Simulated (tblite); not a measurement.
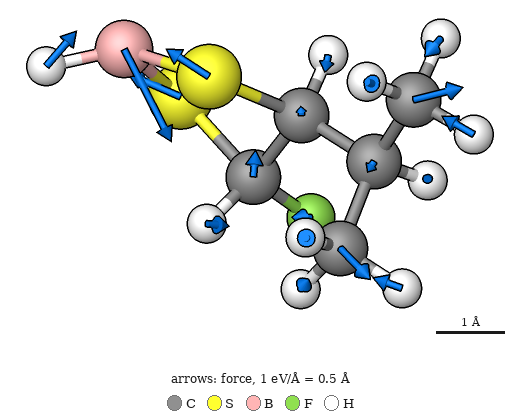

Starting geometry of C5H10BFS2 with the computed forces as blue arrows. Style: ball-and-stick. Shown at a tilt.

These are results of GFN2-xTB geometry optimisation, gas phase (tblite), not measurements. 

Q: Is this structure relaxed? If not, where do the atoms go?

A: It isn't relaxed: the largest force vector, on the B atom, is 3.15 eV/Å. The final displacements follow the starting forces only in part (cosine between the two patterns 0.30). Over 106 geometry steps the energy falls by 1.315 eV. The F atom moves most after the best rigid fit: 0.95 Å. By element the largest moves are F 0.95 Å, H 0.92 Å, S 0.66 Å, B 0.46 Å, C 0.27 Å. Some distances before and after: B–S 1.911 → 1.772 Å, B–S 1.886 → 1.766 Å, B–H 1.205 → 1.161 Å, C–H 1.126 → 1.087 Å. Bond angles that change, for instance: S–B–S 101.4° → 116.5°, C–C–S 100.7° → 112.3°, S–C–C 101.7° → 110.4°. Groups turn about C–S by about 35°, C–C by about 35°, C–S by about 20°. The run took 0.9 s on 1 thread of Arm Neoverse V1, with other jobs on the host.
